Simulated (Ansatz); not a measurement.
# H2S with SiNH5: superposition error and deformation, part 3 of 3

Ansatz 0.2.0, Gaussian basis. Earlier steps stand in the parts before.

### 25 B97M-V/def2-TZVPPD

The inputs:

free-a/in.yaml

```yaml
crystal:
  periodic: [false, false, false]
  atoms:
    - {symbol: S, position_ang: [0.215929, 0.182357, -2.922925]}
    - {symbol: H, position_ang: [-0.264604, 0.285016, -1.674814]}
    - {symbol: H, position_ang: [1.444902, 0.558316, -2.538858]}
basis:
  gaussian: {orbitals: "def2-TZVPPD.json"}
hamiltonian: {xc: {name: B97M-V}}
```

free-b/in.yaml

```yaml
crystal:
  periodic: [false, false, false]
  atoms:
    - {symbol: Si, position_ang: [0.287132, -0.521959, 1.258218]}
    - {symbol: N, position_ang: [-0.918511, 0.419174, 0.471330]}
    - {symbol: H, position_ang: [0.143840, -1.925760, 0.793199]}
    - {symbol: H, position_ang: [1.615444, 0.021030, 0.873078]}
    - {symbol: H, position_ang: [0.231442, -0.540221, 2.751152]}
    - {symbol: H, position_ang: [-0.882498, 1.424235, 0.527707]}
    - {symbol: H, position_ang: [-1.873075, 0.097710, 0.461812]}
basis:
  gaussian: {orbitals: "def2-TZVPPD.json"}
hamiltonian: {xc: {name: B97M-V}}
```

Each run has its own folder and the same command.

Started as:

```sh
ansatz run in.yaml --threads 4 --pin off --events-out ev --progress --plain --max-ram 9574MiB
```

Log of free-a, cut to the lines that bear on the results:

```text
Functional definition: B97M-V
  name "B97M-V"
  cite "Mardirossian & Head-Gordon, J. Chem. Phys. 142, 074111 (2015) doi:10.1063/1.4907719"
  cite "Becke, J. Chem. Phys. 107, 8554 (1997) doi:10.1063/1.475007"
  cite "Vydrov & Van Voorhis, J. Chem. Phys. 133, 244103 (2010) doi:10.1063/1.3521275"
  # Of w^i u^j: cxij and so on, Table III.
[...]
  gx(w, u) = cx00 + cx01*u + cx02*u^2 + (cx10 + cx11*u)*w
[...]
  gos(w, u) = cos00 + cos01*u + cos03*u^3 + cos10*w + cos32*w^3*u^2
[...]
      + integral(e_c_pw_mod_opposite_spin*gos(b97_w_opposite, b97_u_opposite)) + vv10(b, c)
436 factors; their error is unknown
[...]
mean field -10865.58997878 eV, -399.3030667589 hartree, gradient 3.1e-5 eV, S^2 0.000000; 0 other end points of the search recorded, 0 dependent functions left out
reference -10865.59004999 eV, -399.3030693755 hartree; 9, 9 occupied and 76, 76 virtual orbitals, 436 factors
Total energy: -10865.59004999 eV, -399.3030693755 hartree
```

free-b printed, cut to the lines that bear on the results:

```text
[... 5 set-up lines as earlier in the session ...]
  # Of w^i u^j: cxij and so on, Table III.
[...]
  gx(w, u) = cx00 + cx01*u + cx02*u^2 + (cx10 + cx11*u)*w
[...]
  gos(w, u) = cos00 + cos01*u + cos03*u^3 + cos10*w + cos32*w^3*u^2
[...]
      + integral(e_c_pw_mod_opposite_spin*gos(b97_w_opposite, b97_u_opposite)) + vv10(b, c)
779 factors; their error is unknown
[...]
mean field -9448.26800748 eV, -347.2174450088 hartree, gradient 2.2e-5 eV, S^2 0.000000; 0 other end points of the search recorded, 0 dependent functions left out
reference -9448.26806815 eV, -347.2174472382 hartree; 13, 13 occupied and 157, 157 virtual orbitals, 779 factors
Total energy: -9448.26806815 eV, -347.2174472382 hartree
```

Times: 0.6 s (free-a), 2 s (free-b) on 4 threads of AMD EPYC 7B13, shared host.

### 26 HSE06-D4/def2-TZVPPD

The same edit goes into each in.yaml of step 25 (free-a, free-b):

```diff
-hamiltonian: {xc: {name: B97M-V}}
+hamiltonian: {xc: hse06, dispersion: d4}
```

One command serves all of them, each in its own folder.

Started as:

```sh
ansatz run in.yaml --threads 4 --pin off --events-out ev --progress --plain --max-ram 9574MiB
```

Log of free-a, cut to the lines that bear on the results:

```text
[... 6 set-up lines as earlier in the session ...]
[...]
474 factors; their error is unknown
41 factors; integrals over basis functions are off by at most 9.6e-5 eV
[...]
mean field -10864.30226433 eV, -399.2557441255 hartree, gradient 7.2e-6 eV, S^2 0.000000; 0 other end points of the search recorded, 0 dependent functions left out
reference -10864.30231071 eV, -399.2557458301 hartree; 9, 9 occupied and 76, 76 virtual orbitals, 474 factors
Total energy: -10864.31343252 eV, -399.2561545488 hartree
```

free-b printed, cut to the lines that bear on the results:

```text
[... 6 set-up lines as earlier in the session ...]
[...]
796 factors; their error is unknown
89 factors; integrals over basis functions are off by at most 2.0e-6 eV
[...]
mean field -9445.06903692 eV, -347.0998850091 hartree, gradient 1.4e-5 eV, S^2 0.000000; 0 other end points of the search recorded, 0 dependent functions left out
reference -9445.06907667 eV, -347.0998864699 hartree; 13, 13 occupied and 157, 157 virtual orbitals, 796 factors
Total energy: -9445.13300761 eV, -347.1022358887 hartree
```

They took 0.3 s (free-a), 0.95 s (free-b) on 4 threads of AMD EPYC 7B13, shared host.

### 27 CCSD(T)/def2-TZVPPD

Each input of step 26 (free-a, free-b) changes in the same lines:

```diff
-hamiltonian: {xc: hse06, dispersion: d4}
+correlation: {method: ccsd_t}
```

One command serves all of them, each in its own folder.

Started as:

```sh
ansatz run in.yaml --threads 4 --pin off --events-out ev --progress --plain --max-ram 9574MiB
```

Output in free-a, cut to the lines that bear on the results:

```text
[... 4 set-up lines as earlier in the session ...]
[...]
471 factors; integrals over basis functions are off by at most 7.7e-4 eV
[...]
mean field -10849.41077679 eV, -398.7084920522 hartree, gradient 4.3e-6 eV, S^2 0.000000; 0 other end points of the search recorded, 0 dependent functions left out
5 core orbitals not correlated: weight in the atoms' cores, before any rotation towards them, 1.000 or more for the frozen orbitals, at most 0.000 for the correlated occupied ones
reference -10849.41077679 eV, -398.7084920522 hartree; 4, 4 occupied and 76, 76 virtual orbitals, 471 factors
second order -5.23512864 eV of doubles, -0.00000000 eV of singles
cycle   1  -5.71315793 eV  change   -4.8e-1 eV  update   4.9e-2
[...]
cycle   8  -5.89246121 eV  change    3.9e-6 eV  update   7.4e-6
perturbative correction -0.22659444 eV, -0.0083271923 hartree
Total energy: -10855.52983245 eV, -398.9333632000 hartree
```

Log of free-b, cut to the lines that bear on the results:

```text
[... 4 set-up lines as earlier in the session ...]
[...]
949 factors; integrals over basis functions are off by at most 1.7e-3 eV
[...]
mean field -9424.69536388 eV, -346.3511663345 hartree, gradient 1.1e-6 eV, S^2 0.000000; 0 other end points of the search recorded, 0 dependent functions left out
6 core orbitals not correlated: weight in the atoms' cores, before any rotation towards them, 1.000 or more for the frozen orbitals, at most 0.000 for the correlated occupied ones
reference -9424.69536388 eV, -346.3511663345 hartree; 7, 7 occupied and 157, 157 virtual orbitals, 949 factors
second order -9.63404575 eV of doubles, -0.00000000 eV of singles
cycle   1  -10.15150130 eV  change   -5.2e-1 eV  update   6.5e-2
[...]
cycle   9  -10.47024154 eV  change   -2.9e-6 eV  update   1.2e-5
perturbative correction -0.34217263 eV, -0.0125746122 hartree
Total energy: -9435.50777805 eV, -346.7485152264 hartree
```

Times: 0.45 s (free-a), 5.5 s (free-b) on 4 threads of AMD EPYC 7B13, shared host; peak memory 1.4 GiB.

### 28 The split

```csv
method,interaction with counterpoise (kJ/mol),without,superposition error,deformation,binding energy
PBE-D4,-16.06,-16.54,0.48,-0.20,-16.26
revPBE-D4,-14.17,-14.66,0.48,-0.44,-14.61
BLYP-D4,-13.61,-14.15,0.54,-0.21,-13.82
r2SCAN-D4,-13.47,-13.88,0.41,0.44,-13.03
B97M-V,-11.67,-12.05,0.38,0.74,-10.93
PBE0-D4,-14.76,-15.18,0.42,0.59,-14.17
B3LYP-D4,-13.54,-14.00,0.46,0.52,-13.02
HSE06-D4,-14.73,-15.14,0.41,0.56,-14.17
wB97X-V,-11.28,-11.69,0.41,0.66,-10.62
wB97M-V,-10.93,-11.39,0.46,0.63,-10.30
B2PLYP,-7.82,-8.83,1.02,0.58,-7.24
Hartree-Fock,1.21,0.84,0.36,1.57,2.78
MP2,-11.17,-13.54,2.37,0.58,-10.59
CCSD,-7.81,-9.97,2.16,0.54,-7.27
CCSD(T),-9.82,-12.21,2.39,0.30,-9.52
```

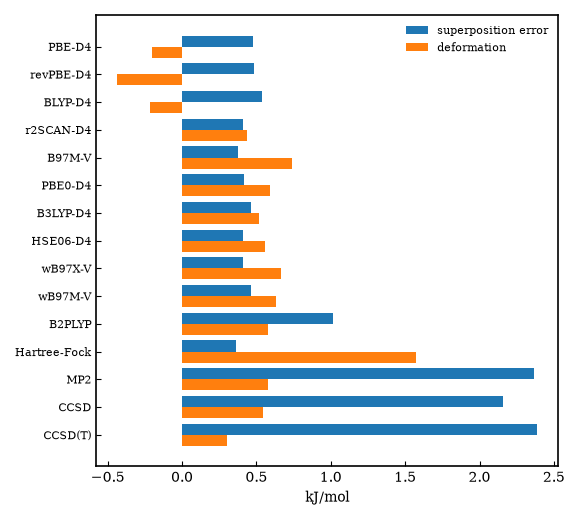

Superposition error and deformation energy by method.

### 29 Summary of results

This closing draws on all 3 parts.

| quantity | value |
| --- | --- |
| interaction, CCSD(T) | -9.82 kJ/mol |
| superposition error | 2.39 kJ/mol |
| deformation | 0.30 kJ/mol |
| binding energy | -9.52 kJ/mol |

In words: In this basis the superposition error is 2.39 kJ/mol for CCSD(T) and 0.45 kJ/mol on average for the plain functionals: correlated methods borrow far more, since they need many more functions to converge. Deformation takes back 3 % of the interaction. The free shapes are PBE0-D4 minima, so other methods can show a small negative deformation energy.
